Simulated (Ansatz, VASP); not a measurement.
## CoO in two plane-wave programs

One calculation is typed for both programs; each brings its own data sets and cutoff. How far apart do they land? The cell comes out of earlier VASP steps on this material, which relaxed, scaled or displaced it; both programs get it as it stands.

Method: plane waves, with VASP 6.6.1 beside it; relaxation of cell and atoms at r2SCAN, DFT+U, in Ansatz 0.2.0.

In doubt: on Fe and Co compounds r2SCAN can change the orbital order between nearby geometries, unless the shell is half filled, which bears on forces and vibrations.

### 1. The starting structure

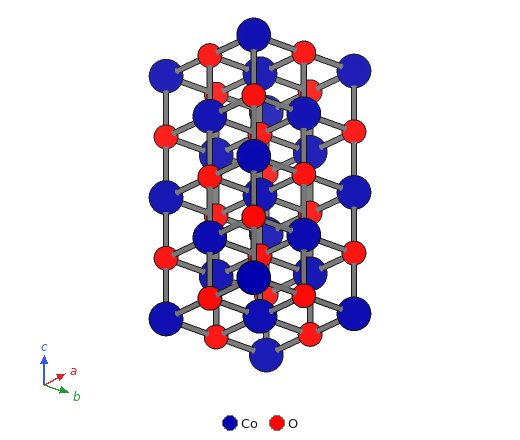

The cell as given, from a free direction (cobalt blue, oxygen red). 1×1×2 cells are drawn. This picture shows the conventional cell, with its axes. Some periodic images of atoms are drawn too.

Coordinates:

```cif
data_structure
_symmetry_space_group_name_H-M 'P 1'
_symmetry_Int_Tables_number 1
_cell_length_a 2.9747
_cell_length_b 2.9747
_cell_length_c 2.9747
_cell_angle_alpha 60.000
_cell_angle_beta 60.000
_cell_angle_gamma 60.000
_cell_volume 18.61
loop_
_atom_site_label
_atom_site_type_symbol
_atom_site_fract_x
_atom_site_fract_y
_atom_site_fract_z
_atom_site_occupancy
Co1 Co 0.00000 0.00000 0.00000 1
O2 O 0.50000 0.50000 0.50000 1
```

### 2. VASP: relaxation of cell and atoms, r2SCAN, DFT+U

The relaxed volume is the usual yardstick between codes: its relative difference is about their pressure difference at one cell divided by the bulk modulus.

Lines of VASP's logs that name or quote its potential files are left out, and so is its time.

Input file INCAR:

```
SYSTEM = CoO
PREC = Accurate
ENCUT = 520
EDIFF = 1E-07
NELM = 100
ISMEAR = 1
SIGMA = 0.15
LREAL = .FALSE.
ALGO = Normal
METAGGA = R2SCAN
LASPH = .TRUE.
NBANDS = 14
ISPIN = 2
MAGMOM = 2 0
LDAU = .TRUE.
LDAUTYPE = 2
LDAUL = 2 -1
LDAUU = 3.32 0
LDAUJ = 0 0
LDAUPRINT = 1
LMAXMIX = 4
LORBIT = 11
LWAVE = .FALSE.
LCHARG = .FALSE.
KPAR = 4
IBRION = 2
NSW = 50
ISIF = 3
EDIFFG = -0.002
```

Input file POSCAR:

```
CoO
1.0
    0.0000000000      2.1034476376      2.1034476376
    2.1034476376      0.0000000000      2.1034476376
    2.1034476376      2.1034476376      0.0000000000
Co O
1 1
Direct
    0.0000000000      0.0000000000      0.0000000000
    0.5000000000      0.5000000000      0.5000000000
```

Input file KPOINTS:

```
Automatic mesh
0
Gamma
18 18 18
0 0 0
```

The projector-augmented-wave data sets are Co and O (PBE family, release 64).

The run is started by

```sh
> mpirun -np 4 vasp_std
```

Numbers of over 12 decimals in the logs are rounded to 6 here.

Output:

```text
[banner, memory and clock lines left out]
running    4 mpi-ranks, on    1 nodes
 distrk:  each k-point on    1 cores,    4 groups
 distr:  one band on    1 cores,    1 groups

 POSCAR found type information on POSCAR CoO
 POSCAR found :  2 types and       2 ions
|                                                                             |
|               ----> ADVICE to this user running VASP <----                  |
|                                                                             |
|     You enforced a specific xc type in the INCAR file but a different       |
|     [... a line on the potential file left out ...]
|     I HOPE YOU KNOW WHAT YOU ARE DOING!                                     |
|                                                                             |

 LDA part: xc-table for (None), standard interpolation
 POSCAR, INCAR and KPOINTS ok, starting setup
 FFT: planning ... GRIDC
 FFT: planning ... GRID_SOFT
 FFT: planning ... GRID
 WAVECAR not read
 entering main loop
       N       E                     dE             d eps       ncg     rms          rms(c)
DAV:   1     0.731021793604E+02    0.73102E+02   -0.71793E+03 11152   0.128E+03
DAV:   2    -0.190478472576E+02   -0.92150E+02   -0.80702E+02 12432   0.263E+02
DAV:   3    -0.241106039502E+02   -0.50628E+01   -0.49923E+01 11904   0.711E+01
DAV:   4    -0.241743587877E+02   -0.63755E-01   -0.63724E-01 13298   0.750E+00
DAV:   5    -0.241761593533E+02   -0.18006E-02   -0.18005E-02 12736   0.125E+00    0.183E+01
DAV:   6    -0.193384596068E+02    0.48377E+01   -0.22256E+01 11910   0.941E+01    0.221E+01
DAV:   7    -0.192961139832E+02    0.42346E-01   -0.20898E+00 12374   0.381E+01    0.106E+01
DAV:   8    -0.193652405589E+02   -0.69127E-01   -0.27316E-01 13088   0.736E+00    0.547E+00
DAV:   9    -0.194105335818E+02   -0.45293E-01   -0.54726E-02 15054   0.325E+00    0.563E-01
DAV:  10    -0.194119725338E+02   -0.14390E-02   -0.20451E-02 12684   0.230E+00    0.229E-01
DAV:  11    -0.194123274046E+02   -0.35487E-03   -0.27762E-03 14702   0.800E-01    0.849E-02
DAV:  12    -0.194124446254E+02   -0.11722E-03   -0.19661E-04 11770   0.194E-01    0.402E-02
DAV:  13    -0.194124743404E+02   -0.29715E-04   -0.37629E-05 12604   0.653E-02    0.277E-02
DAV:  14    -0.194124908780E+02   -0.16538E-04   -0.22203E-05 13578   0.756E-02    0.600E-03
DAV:  15    -0.194124911488E+02   -0.27077E-06   -0.13150E-06 11880   0.127E-02    0.162E-03
DAV:  16    -0.194124911058E+02    0.43027E-07   -0.62203E-08  6366   0.242E-03
   1 F= -.19412491E+02 E0= -.19410101E+02  d E =-.194125E+02  mag=     3.0000
 curvature:   0.00 expect dE= 0.000E+00 dE for cont linesearch  0.000E+00
 trial: gam= 0.00000 g(F)=  0.732E-60 g(S)=  0.139E-07 ort = 0.000E+00 (trialstep = 0.100E+01)
 search vector abs. value=  0.140E-07
 reached required accuracy - stopping structural energy minimisation
```

OUTCAR, selected parts (step 2):

```text
ion  position               nearest neighbor table
   1  0.000  0.000  0.000-   2 2.10   2 2.10   2 2.10   2 2.10   2 2.10   2 2.10
   2  0.500  0.500  0.500-   1 2.10   1 2.10   1 2.10   1 2.10   1 2.10   1 2.10

  LATTYP: Found a face centered cubic cell.
 ALAT       =     4.2068952752

 Subroutine GETGRP returns: Found 48 space group operations
 (whereof 48 operations were pure point group operations)

The static configuration has the point symmetry O_h .

 Found    195 irreducible k-points:

   k-points           NKPTS =    195   k-points in BZ     NKDIM =    195   number of bands    NBANDS=     14

   dimension x,y,z NGX =    24 NGY =   24 NGZ =   24
   dimension x,y,z NGXF=    48 NGYF=   48 NGZF=   48

   ENCUT  =  520.0 eV  38.22 Ry    6.18 a.u.   5.53  5.53  5.53*2*pi/ulx,y,z

   NELECT =      15.0000    total number of electrons

 k-points in reciprocal lattice and weights: Automatic mesh
   0.00000000  0.00000000  0.00000000       0.000
   0.05555556  0.00000000  0.00000000       0.001
   0.11111111  0.00000000  0.00000000       0.001
   0.16666667  0.00000000  0.00000000       0.001
   0.22222222  0.00000000  0.00000000       0.001
   0.27777778  0.00000000  0.00000000       0.001
   0.33333333  0.00000000  0.00000000       0.001
   0.38888889  0.00000000  0.00000000       0.001
   0.44444444  0.00000000  0.00000000       0.001
[...]
-0.27777778  0.44444444  0.22222222       0.004
  -0.27777778  0.50000000  0.22222222       0.002

atom =   1  type =  1  l = 2

 onsite density matrix

spin component  1

  0.9715  0.0000 -0.0000  0.0000 -0.0000
  0.0000  0.9715 -0.0000 -0.0000  0.0000
 -0.0000 -0.0000  1.0192  0.0000  0.0000
  0.0000 -0.0000  0.0000  0.9715  0.0000
 -0.0000  0.0000  0.0000  0.0000  1.0192

spin component  2

  0.6575 -0.0000 -0.0000 -0.0000 -0.0000
 -0.0000  0.6575 -0.0000 -0.0000  0.0000
 -0.0000 -0.0000  0.1213 -0.0000 -0.0000
 -0.0000 -0.0000 -0.0000  0.6575 -0.0000
 -0.0000  0.0000 -0.0000 -0.0000  0.1213

 occupancies and eigenvectors

  o =  0.1213  v =  0.0000  0.0000  0.0000  0.0000  0.0000  0.0000  0.0000 -0.0028 -0.0000 -1.0000      0.0000  0.0000  0.0000  0.0000  0.0000  0.0000  0.0000  0.0000  0.0000  0.0000
  o =  0.1213  v =  0.0000  0.0000  0.0000  0.0000  0.0000  0.0000 -0.0000 -1.0000  0.0000  0.0028      0.0000  0.0000  0.0000  0.0000  0.0000  0.0000  0.0000  0.0000  0.0000  0.0000
  o =  0.6575  v =  0.0000  0.0000  0.0000  0.0000  0.0000  1.0000  0.0000  0.0000  0.0000  0.0000      0.0000  0.0000  0.0000  0.0000  0.0000  0.0000  0.0000  0.0000  0.0000  0.0000
  o =  0.6575  v =  0.0000  0.0000  0.0000  0.0000  0.0000  0.0000  0.6755 -0.0000  0.7373  0.0000      0.0000  0.0000  0.0000  0.0000  0.0000  0.0000  0.0000  0.0000  0.0000  0.0000
  o =  0.6575  v =  0.0000  0.0000  0.0000  0.0000  0.0000  0.0000  0.7373 -0.0000 -0.6755  0.0000      0.0000  0.0000  0.0000  0.0000  0.0000  0.0000  0.0000  0.0000  0.0000  0.0000
  o =  0.9715  v =  0.0000 -0.8330  0.0000 -0.5533  0.0000  0.0000  0.0000  0.0000  0.0000  0.0000      0.0000  0.0000  0.0000  0.0000  0.0000  0.0000  0.0000  0.0000  0.0000  0.0000
  o =  0.9715  v =  1.0000  0.0000  0.0000  0.0000  0.0000  0.0000  0.0000  0.0000  0.0000  0.0000      0.0000  0.0000  0.0000  0.0000  0.0000  0.0000  0.0000  0.0000  0.0000  0.0000
  o =  0.9715  v =  0.0000  0.5533 -0.0000 -0.8330  0.0000  0.0000  0.0000  0.0000  0.0000  0.0000      0.0000  0.0000  0.0000  0.0000  0.0000  0.0000  0.0000  0.0000  0.0000  0.0000
  o =  1.0192  v =  0.0000 -0.0000 -0.9999  0.0000 -0.0132  0.0000  0.0000  0.0000  0.0000  0.0000      0.0000  0.0000  0.0000  0.0000  0.0000  0.0000  0.0000  0.0000  0.0000  0.0000
  o =  1.0192  v =  0.0000 -0.0000 -0.0132  0.0000  0.9999  0.0000  0.0000  0.0000  0.0000  0.0000      0.0000  0.0000  0.0000  0.0000  0.0000  0.0000  0.0000  0.0000  0.0000  0.0000

 average (electrostatic) potential at core
       1 -85.5621       2 -70.9823

 E-fermi :   7.7998

 spin component 1
 k-point     1 :       0.0000    0.0000    0.0000
  band No.  band energies     occupation
    ...
      5       3.0901      1.00000
      6       3.0901      1.00000
      7       5.0025      1.00000
      8       5.0025      1.00000
      9       5.0025      1.00000
     10       9.9574     -0.00000
     11      26.0029      0.00000
     12      26.2690      0.00000
     13      26.2690      0.00000
     14      26.2691      0.00000

 k-point     2 :       0.0556    0.0000    0.0000
  band No.  band energies     occupation
    ...
      5       3.0935      1.00000
      6       3.0936      1.00000
      7       4.8630      1.00000
      8       5.1227      1.00000
      9       5.1227      1.00000
     10      10.1911     -0.00000
     11      24.7174      0.00000
     12      26.2441      0.00000
     13      26.2442      0.00000
     14      27.4297      0.00000

 k-point     3 :       0.1111    0.0000    0.0000
  band No.  band energies     occupation
    ...
      5       3.1280      1.00000
      6       3.1281      1.00000
      7       4.5904      1.00000
      8       5.4236      1.00000
      9       5.4236      1.00000
     10      10.7857     -0.00000
     11      23.3289      0.00000
     12      26.1011      0.00000
     13      26.1011      0.00000
     14      28.3277      0.00000

 k-point     4 :       0.1667    0.0000    0.0000
  band No.  band energies     occupation
    ...
      5       3.2043      1.00000
      6       3.2043      1.00000
      7       4.4099      1.00000
      8       5.8062      1.00000
      9       5.8063      1.00000
     10      11.5529      0.00000
     11      22.0303      0.00000
     12      25.6958      0.00000
     13      25.6959      0.00000
     14      28.7317      0.00000

 k-point     5 :       0.2222    0.0000    0.0000
  band No.  band energies     occupation
    ...
      5       3.3094      1.00000
      6       3.3094      1.00000
      7       4.3727      1.00000
      8       6.2031      1.00000
      9       6.2031      1.00000
     10      12.3444      0.00000
     11      20.8798      0.00000
     12      25.0366      0.00000
     13      25.0367      0.00000
     14      28.8592      0.00000

 k-point     6 :       0.2778    0.0000    0.0000
  band No.  band energies     occupation
    ...
      5       3.4272      1.00000
      6       3.4272      1.00000
      7       4.4276      1.00000
      8       6.5732      1.00000
      9       6.5732      1.00000
     10      13.0476      0.00000
     11      19.9385      0.00000
     12      24.3007      0.00000
     13      24.3008      0.00000
     14      28.9154      0.00000

  Total        0.0004377      0.0004377      0.0004377      0.0000000      0.0000000      0.0000000
  in kB        0.0376759      0.0376759      0.0376759      0.0000000      0.0000000      0.0000000
  external PRESSURE =       0.0376759 kB  Pullay stress =       0.0000000 kB

  energy-cutoff  :      520.00
  volume of cell :       18.61
      direct lattice vectors                 reciprocal lattice vectors
     0.000000000  2.103447638  2.103447638    -0.237704990  0.237704990  0.237704990
     2.103447638  0.000000000  2.103447638     0.237704990 -0.237704990  0.237704990
     2.103447638  2.103447638  0.000000000     0.237704990  0.237704990 -0.237704990

 POSITION                                       TOTAL-FORCE (eV/Angst)
 -----------------------------------------------------------------------------------
      0.00000      0.00000      0.00000         0.000000     -0.000000     -0.000000
      2.10345      2.10345      2.10345        -0.000000      0.000000      0.000000
 -----------------------------------------------------------------------------------
    total drift:                                0.000000     -0.000000     -0.000000

  FREE ENERGIE OF THE ION-ELECTRON SYSTEM (eV)
  ---------------------------------------------------
  free  energy   TOTEN  =       -19.4124911058 eV

  energy  without entropy=      -19.4053211859  energy(sigma->0) =      -19.41010113

 reached required accuracy - stopping structural energy minimisation

 total charge
# of ion       s       p       d       tot
------------------------------------------
    1        0.308   0.396   7.143   7.848
    2        1.555   3.509   0.000   5.064
--------------------------------------------------
tot          1.864   3.905   7.143  12.912

 magnetization (x)
# of ion       s       p       d       tot
------------------------------------------
    1        0.025   0.022   2.737   2.784
    2        0.023   0.210   0.000   0.233
--------------------------------------------------
tot          0.049   0.231   2.737   3.017

[... 6 further parts left out ...]
```

CONTCAR:

```
CoO
   1.00000000000000
     0.0000000000000000    2.1034476376000000    2.1034476376000000
     2.1034476376000000    0.0000000000000000    2.1034476376000000
     2.1034476376000000    2.1034476376000000    0.0000000000000000
  Co              O
     1     1
Direct
     0.0000000000000000    0.0000000000000000    0.0000000000000000
     0.5000000000000000    0.5000000000000000    0.5000000000000000
```

(Part 1 of 2 ends here.)

[Lines on the potential files, build, host, timing and source positions are cut from VASP's logs without a mark.]

[Logs are printed without paths, hosts, clocks, repeated set-up lines and the standing remarks that a program may print on its own settings, such as how far it seeks lower states.]

[Hosts, paths, dates, database ids (printed as entryN), source tags and the programs' standing remarks are cut or masked in the printed files.]
